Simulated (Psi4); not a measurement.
## Run report: InHCl, geometry relaxation (part 2 of 4)

Continued. System: InHCl, multiplicity 2, SMILES [Cl][InH]. Method: B97-3c/def2-mTZVP, UKS, core potentials def2 (Psi4 1.11). The atoms were displaced at random from an optimised geometry.

Geometry of the input (Å):
```
Cl -1.5976  0.3639  -0.9453
In 0.4176  0.6054  0.2837
H  1.1492  -0.9718  0.6114
```

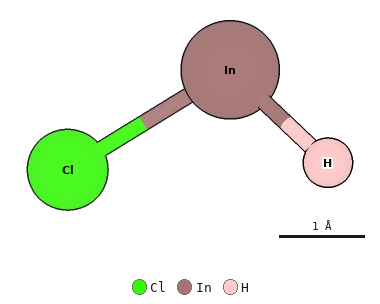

Fig. 1: The structure as given in the input (ball-and-stick view, seen at an oblique angle). Sticks mark near contacts.

## Log, continued
```
    Radial Scheme          =       TREUTLER
    Pruning Scheme         =           NONE
    Nuclear Scheme         =       TREUTLER

    Blocking Scheme        =         OCTREE
    BS radius alpha        =              1
    Pruning alpha          =              1
    Radial Points          =             75
    Spherical Points       =            302
    Total Points           =          65564
    Total Blocks           =            570
    Max Points             =            255
    Max Functions          =             61
    Weights Tolerance      =       1.00E-15

   => Loading Basis Set <=

    Name: DEF2-MTZVP
    Role: ORBITAL
    Keyword: BASIS

    !!!  WARNING: ECP capability is in beta. Please check occupations closely.  !!!

  Reading orbitals from file scr/job.system.4264.180.npy, no projection.

   => Auxiliary Basis Set <=

  Basis Set: (DEF2-MTZVP AUX)
    Blend: DEF2-UNIVERSAL-JKFIT
    Number of shells: 90
    Number of basis functions: 364
    Number of Cartesian functions: 484
    Spherical Harmonics?: true
    Max angular momentum: 5

  Cached 100.0% of DFT collocation blocks in 0.092 [GiB].

  Minimum eigenvalue in the overlap matrix is 2.9125153605E-03.
  Reciprocal condition number of the overlap matrix is 7.2185597902E-04.
    Using symmetric orthogonalization.

  ==> Pre-Iterations <==

  SCF Guess: Orbitals guess was supplied from a previous computation.

   -------------------------------------------------------
    Irrep   Nso     Nmo     Nalpha   Nbeta   Ndocc  Nsocc
   -------------------------------------------------------
     A         61      61      20      19      19       1
   -------------------------------------------------------
    Total      61      61      20      19      19       1
   -------------------------------------------------------

  ==> Iterations <==

                           Total Energy        Delta E     RMS |[F,P]|

   @DF-UKS iter   0:  -651.23908808699446   -6.51239e+02   8.48422e-04
   @DF-UKS iter   1:  -651.24957269468734   -1.04846e-02   1.27776e-04 ADIIS/DIIS
   @DF-UKS iter   2:  -651.24949505433494    7.76404e-05   2.17468e-04 ADIIS/DIIS
   @DF-UKS iter   3:  -651.24961937577973   -1.24321e-04   5.02275e-05 DIIS
   @DF-UKS iter   4:  -651.24962551381634   -6.13804e-06   9.39324e-06 DIIS
   @DF-UKS iter   5:  -651.24962575724635   -2.43430e-07   1.89278e-06 DIIS
   @DF-UKS iter   6:  -651.24962576741700   -1.01707e-08   1.14846e-06 DIIS
   @DF-UKS iter   7:  -651.24962577319991   -5.78291e-09   4.28216e-07 DIIS
   @DF-UKS iter   8:  -651.24962577368706   -4.87148e-10   8.01559e-08 DIIS
   @DF-UKS iter   9:  -651.24962577370047   -1.34150e-11   1.50260e-08 DIIS
   @DF-UKS iter  10:  -651.24962577370195   -1.47793e-12   5.38735e-09 DIIS
  Energy and wave function converged.

  ==> Post-Iterations <==

   Electrons on quadrature grid:
      Nalpha   =   20.0000021536 ; deviation = 2.154e-06
      Nbeta    =   19.0000014693 ; deviation = 1.469e-06
      Ntotal   =   39.0000036228 ; deviation = 3.623e-06

   @Spin Contamination Metric:   3.464383157E-03
   @S^2 Expected:                7.500000000E-01
   @S^2 Observed:                7.534643832E-01
   @S   Expected:                5.000000000E-01
   @S   Observed:                5.000000000E-01

    Final Occupation by Irrep:
              A
    DOCC [    19 ]
    SOCC [     1 ]
    NA   [    20 ]
    NB   [    19 ]

  @DF-UKS Final Energy:  -651.24962577370195

   => Energetics <=

    Nuclear Repulsion Energy =             87.3785036173479455
    One-Electron Energy =               -1145.9770690983032182
    Two-Electron Energy =                 452.9985609489131093
    DFT Exchange-Correlation Energy =     -45.6414951415292052
    Empirical Dispersion Energy =          -0.0081261001305098
    VV10 Nonlocal Energy =                  0.0000000000000000
    Total Energy =                       -651.2496257737019505

  UHF NO Occupations:
  HONO-2 :   18  A 1.9996921
  HONO-1 :   19  A 1.9987793
  HONO-0 :   20  A 1.0000000
  LUNO+0 :   21  A 0.0012207
  LUNO+1 :   22  A 0.0003079
  LUNO+2 :   23  A 0.0000665
  LUNO+3 :   24  A 0.0000654

Computation Completed

Properties will be evaluated at   0.000000,   0.000000,   0.000000 [a0]

Properties computed using the SCF density matrix

 Multipole Moments:

 ------------------------------------------------------------------------------------
     Multipole            Electronic (a.u.)      Nuclear  (a.u.)        Total (a.u.)
 ------------------------------------------------------------------------------------

 L = 1.  Multiply by 2.5417464519 to convert [e a0] to [Debye]
 Dipole X            :         35.9845038          -34.8306246            1.1538793
 Dipole Y            :          5.8932563           -5.6352216            0.2580347
 Dipole Z            :         -0.0000000           -0.0000000           -0.0000000
 Magnitude           :                                                    1.1823786

 ------------------------------------------------------------------------------------

	total time  =          3 seconds =       0.05 minutes

         ------------------------------------------------------------
                                   SCF GRAD
         ------------------------------------------------------------

  ==> Geometry <==

    Molecular point group: c1
    Full point group: Cs

    Geometry (in Angstrom), charge = 0, multiplicity = 2:

       Center              X                  Y                   Z               Mass
    ------------   -----------------  -----------------  -----------------  -----------------
         CL          -1.843338582020    -0.163486112076    -0.000000000000    34.968852682000
         IN           0.548896031749     0.063167309511     0.000000000000   114.903878776000
         H            1.378366462944    -1.529280437222     0.000000000000     1.007825032230

  Nuclear repulsion =   87.378503617347945

   => Molecular Quadrature <=

    Radial Scheme          =       TREUTLER
    Pruning Scheme         =           NONE
    Nuclear Scheme         =       TREUTLER

    Blocking Scheme        =         OCTREE
    BS radius alpha        =              1
    Pruning alpha          =              1
    Radial Points          =             75
    Spherical Points       =            302
    Total Points           =          65564
    Total Blocks           =            570
    Max Points             =            255
    Max Functions          =             61
    Weights Tolerance      =       1.00E-15

  -Total Gradient:
     Atom            X                  Y                   Z
    ------   -----------------  -----------------  -----------------
       1        0.001230812460    -0.000246638074     0.000000000000
       2       -0.000276638867     0.000042429939    -0.000000000000
       3       -0.000707610485     0.000168578420     0.000000000000

	total time  =          1 seconds =       0.02 minutes

    			-----------------------------------------

    			 OPTKING 3.0: for geometry optimizations

    			        with contributions from

    			-----------------------------------------

	                            ===> Fragment 1 <==

	 Z (Atomic Numbers)          Masses                          Geom
	      17.000000            34.968853         -3.48340508 -0.30894398 -0.00000000
	      49.000000            114.903879         1.03726317  0.11936892  0.00000000
	       1.000000             1.007825          2.60473512 -2.88992120  0.00000000

	 - Coordinate -           - BOHR/RAD -       - ANG/DEG -
	 R(1,2)           =         4.540913           2.402948
	 R(2,3)           =         3.393051           1.795525
	 B(1,2,3)         =         1.956543         112.101640

	        --- Internal Coordinate Step in ANG or DEG, aJ/ANG or AJ/DEG ---
	-------------------------------------------------------------------------------
	           Coordinate      Previous         Force          Change          New
	           ----------      --------        ------          ------        ------
	               R(1,2)       2.40295        0.00905        0.00649       2.40944
	               R(2,3)       1.79553        0.00457        0.00460       1.80013
	             B(1,2,3)     112.10164        0.00014        0.85880     112.96044
	-------------------------------------------------------------------------------

	                                 ==> Convergence Check <==

	Measures of convergence in internal coordinates in au.

	Criteria marked as inactive (o), active & met (*), and active & unmet ( ).

	----------------------------------------------------------------------------------------------
	   Step    Total Energy     Delta E     Max Force     RMS Force      Max Disp      RMS Disp
	----------------------------------------------------------------------------------------------
	  Convergence Criteria     1.00e-06 *    3.00e-04 *             o    1.20e-03 *             o
	----------------------------------------------------------------------------------------------
	     2    -651.24962577   -4.10e-04      1.89e-03      1.30e-03 o    1.50e-02      1.23e-02 o  ~
	----------------------------------------------------------------------------------------------

Next Geometry in Ang
	Fragment 1 (Ang)

	   Cl  -1.8541170873  -0.1559657188  -0.0000000000
	   In   0.5458454243   0.0575625379   0.0000000000
	    H   1.3921955756  -1.5311960589   0.0000000000

    Structure for next step:
    Molecular point group: c1
    Full point group: Cs

    Geometry (in Angstrom), charge = 0, multiplicity = 2:

    CL          -1.849388172699    -0.153427544906    -0.000000000000
    IN           0.550574338896     0.060100711751     0.000000000000
    H            1.396924490143    -1.528657884983     0.000000000000

gradient() will perform analytic gradient computation.

  ==> Geometry <==

    Molecular point group: c1
    Full point group: Cs

    Geometry (in Angstrom), charge = 0, multiplicity = 2:

       Center              X                  Y                   Z               Mass
    ------------   -----------------  -----------------  -----------------  -----------------
         CL          -1.849388172699    -0.153427544906    -0.000000000000    34.968852682000
         IN           0.550574338896     0.060100711751     0.000000000000   114.903878776000
         H            1.396924490143    -1.528657884983     0.000000000000     1.007825032230

  Running in c1 symmetry.

  Rotational constants: A =      6.19342  B =      0.10719  C =      0.10536 [cm^-1]
  Rotational constants: A = 185673.93801  B =   3213.42986  C =   3158.76166 [MHz]
  Nuclear repulsion =   87.131545607742012

  Charge       = 0
  Multiplicity = 2
  Electrons    = 39
  Nalpha       = 20
  Nbeta        = 19

   => Molecular Quadrature <=

    Radial Scheme          =       TREUTLER
    Pruning Scheme         =           NONE
    Nuclear Scheme         =       TREUTLER

    Blocking Scheme        =         OCTREE
    BS radius alpha        =              1
    Pruning alpha          =              1
    Radial Points          =             75
    Spherical Points       =            302
    Total Points           =          65571
    Total Blocks           =            569
    Max Points             =            256
    Max Functions          =             61
    Weights Tolerance      =       1.00E-15

   => Auxiliary Basis Set <=

  Basis Set: (DEF2-MTZVP AUX)
    Blend: DEF2-UNIVERSAL-JKFIT
    Number of shells: 90
    Number of basis functions: 364
    Number of Cartesian functions: 484
    Spherical Harmonics?: true
    Max angular momentum: 5

  Cached 100.0% of DFT collocation blocks in 0.092 [GiB].

  Minimum eigenvalue in the overlap matrix is 2.9129155141E-03.
  Reciprocal condition number of the overlap matrix is 7.2324457162E-04.
    Using symmetric orthogonalization.

  ==> Iterations <==

                           Total Energy        Delta E     RMS |[F,P]|

   @DF-UKS iter   0:  -651.24763766847173   -6.51248e+02   1.89476e-04
   @DF-UKS iter   1:  -651.24965239557810   -2.01473e-03   2.89008e-05 DIIS
   @DF-UKS iter   2:  -651.24964914849443    3.24708e-06   4.57875e-05 DIIS
   @DF-UKS iter   3:  -651.24965478376464   -5.63527e-06   1.19546e-05 DIIS
   @DF-UKS iter   4:  -651.24965512485119   -3.41087e-07   2.14126e-06 DIIS
   @DF-UKS iter   5:  -651.24965513764312   -1.27919e-08   6.18070e-07 DIIS
   @DF-UKS iter   6:  -651.24965513919381   -1.55069e-09   2.72875e-07 DIIS
   @DF-UKS iter   7:  -651.24965513946972   -2.75918e-10   8.45726e-08 DIIS
   @DF-UKS iter   8:  -651.24965513948439   -1.46656e-11   1.65736e-08 DIIS
   @DF-UKS iter   9:  -651.24965513948473   -3.41061e-13   4.40502e-09 DIIS
  Energy and wave function converged.

  ==> Post-Iterations <==

   Electrons on quadrature grid:
      Nalpha   =   20.0000024155 ; deviation = 2.415e-06
      Nbeta    =   19.0000016074 ; deviation = 1.607e-06
      Ntotal   =   39.0000040229 ; deviation = 4.023e-06

   @Spin Contamination Metric:   3.494982115E-03
   @S^2 Expected:                7.500000000E-01
   @S^2 Observed:                7.534949821E-01
   @S   Expected:                5.000000000E-01
   @S   Observed:                5.000000000E-01

    Final Occupation by Irrep:
              A
    DOCC [    19 ]
    SOCC [     1 ]
    NA   [    20 ]
    NB   [    19 ]

  @DF-UKS Final Energy:  -651.24965513948473

   => Energetics <=

    Nuclear Repulsion Energy =             87.1315456077420123
    One-Electron Energy =               -1145.4849094673586478
    Two-Electron Energy =                 452.7516482353791503
    DFT Exchange-Correlation Energy =     -45.6398779950565938
    Empirical Dispersion Energy =          -0.0080615201906708
    VV10 Nonlocal Energy =                  0.0000000000000000
    Total Energy =                       -651.2496551394847302

  UHF NO Occupations:
  HONO-2 :   18  A 1.9996912
  HONO-1 :   19  A 1.9987640
  HONO-0 :   20  A 1.0000000
  LUNO+0 :   21  A 0.0012360
  LUNO+1 :   22  A 0.0003088
  LUNO+2 :   23  A 0.0000659
  LUNO+3 :   24  A 0.0000643

Computation Completed

Properties will be evaluated at   0.000000,   0.000000,   0.000000 [a0]

Properties computed using the SCF density matrix

 Multipole Moments:

 ------------------------------------------------------------------------------------
     Multipole            Electronic (a.u.)      Nuclear  (a.u.)        Total (a.u.)
 ------------------------------------------------------------------------------------

 L = 1.  Multiply by 2.5417464519 to convert [e a0] to [Debye]
 Dipole X            :         36.0849940          -34.9232978            1.1616962
 Dipole Y            :          5.6828682           -5.4326058            0.2502623
 Dipole Z            :         -0.0000000           -0.0000000           -0.0000000
 Magnitude           :                                                    1.1883473

 ------------------------------------------------------------------------------------

	total time  =          2 seconds =       0.03 minutes

         ------------------------------------------------------------
                                   SCF GRAD
         ------------------------------------------------------------

  ==> Geometry <==

    Molecular point group: c1
    Full point group: Cs

    Geometry (in Angstrom), charge = 0, multiplicity = 2:

       Center              X                  Y                   Z               Mass
    ------------   -----------------  -----------------  -----------------  -----------------
         CL          -1.849388172699    -0.153427544906    -0.000000000000    34.968852682000
         IN           0.550574338896     0.060100711751     0.000000000000   114.903878776000
         H            1.396924490143    -1.528657884983     0.000000000000     1.007825032230

  Nuclear repulsion =   87.131545607742012

   => Molecular Quadrature <=

    Radial Scheme          =       TREUTLER
    Pruning Scheme         =           NONE
    Nuclear Scheme         =       TREUTLER

    Blocking Scheme        =         OCTREE
    BS radius alpha        =              1
    Pruning alpha          =              1
    Radial Points          =             75
    Spherical Points       =            302
    Total Points           =          65571
    Total Blocks           =            569
    Max Points             =            256
    Max Functions          =             61
    Weights Tolerance      =       1.00E-15

  -Total Gradient:
     Atom            X                  Y                   Z
    ------   -----------------  -----------------  -----------------
       1        0.000014528774    -0.000153339401    -0.000000000000
       2        0.000409228793     0.000380015709     0.000000000000
       3       -0.000170935888    -0.000256200885    -0.000000000000

	total time  =          1 seconds =       0.02 minutes

    			-----------------------------------------

    			 OPTKING 3.0: for geometry optimizations

    			        with contributions from

    			-----------------------------------------

	                            ===> Fragment 1 <==

	 Z (Atomic Numbers)          Masses                          Geom
	      17.000000            34.968853         -3.49483715 -0.28993604 -0.00000000
	      49.000000            114.903879         1.04043471  0.11357389  0.00000000
	       1.000000             1.007825          2.63980470 -2.88874474  0.00000000
```
